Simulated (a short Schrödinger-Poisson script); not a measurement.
Stack: MOS inversion layer, SiO2 on p-type Si(100), at 300 K.

```
layer  material  thickness (nm)  Na (cm⁻³)
-----  --------  --------------  ---------
1          SiO2             2.3          -
2            Si             750     1.6e17
```

Constants are typed, rounded textbook-type inputs, not results; the design itself was drawn at random and stands for no fabricated device. SiO2: permittivity 3.9, conduction-band edge (eV) 3.15, gap (eV) 9, electron mass (mₑ) 0.5. Si: permittivity 11.7, conduction-band edge (eV) 0, gap (eV) 1.124, Nv at 300 K (cm⁻³) 3.1e19.

Channel valleys (confinement mass, in-plane density-of-states mass, number): Δ2 0.916, 0.19, 2; Δ4 0.19, 0.417, 4. At the gate the conduction-band edge of layer 1 lies 3.55 eV − eVg above the Fermi level of the channel; the field vanishes at the back. Gaps are held at their typed values at every temperature. Mesh 0.03 nm at interfaces.

From a short Schrödinger-Poisson script (our own, NumPy): 1D Poisson equation in equilibrium, electrons quantum, Hartree (BenDaniel-Duke, 12 states a valley, the channel's in-plane mass for all, wave functions free to enter the dielectric), parabolic valleys, classical holes, full ionisation, no traps, pinning or gate leakage.

Only gate voltages with over 1e8 electrons/cm² are shown.

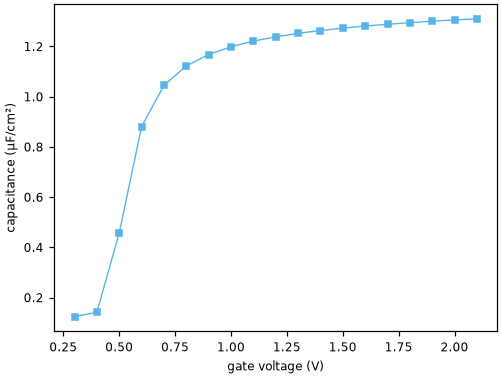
Fig. 1. Quasi-static capacitance against gate voltage

| Vg (V) | electrons (cm⁻²) | C (μF/cm²) | Δ2 E0 (meV) | Δ2 E1 (meV) | Δ4 E0 (meV) | Δ4 E1 (meV) |
|---|---|---|---|---|---|---|
| 0.3 | 1.63e8 | 0.124 | 286.8 | 328.7 | 319.6 | 389.2 |
| 0.5 | 1.00e11 | 0.457 | 118.4 | 164.4 | 154.2 | 229.9 |
| 0.7 | 1.10e12 | 1.04 | 51.8 | 105.9 | 93.7 | 175.6 |
| 0.9 | 2.49e12 | 1.17 | 25.9 | 88.4 | 74.1 | 161.2 |
| 1.1 | 3.98e12 | 1.22 | 9.1 | 79.3 | 62.9 | 154.5 |
| 1.3 | 5.52e12 | 1.25 | -3.8 | 73.5 | 55.0 | 150.5 |
| 1.5 | 7.10e12 | 1.27 | -14.6 | 69.3 | 48.8 | 147.8 |
| 1.7 | 8.70e12 | 1.29 | -24.2 | 66.1 | 43.6 | 145.9 |
| 1.9 | 1.03e13 | 1.30 | -32.9 | 63.5 | 39.0 | 144.4 |
| 2.1 | 1.19e13 | 1.31 | -40.9 | 61.4 | 34.8 | 143.3 |

Subbands count from the Fermi level.
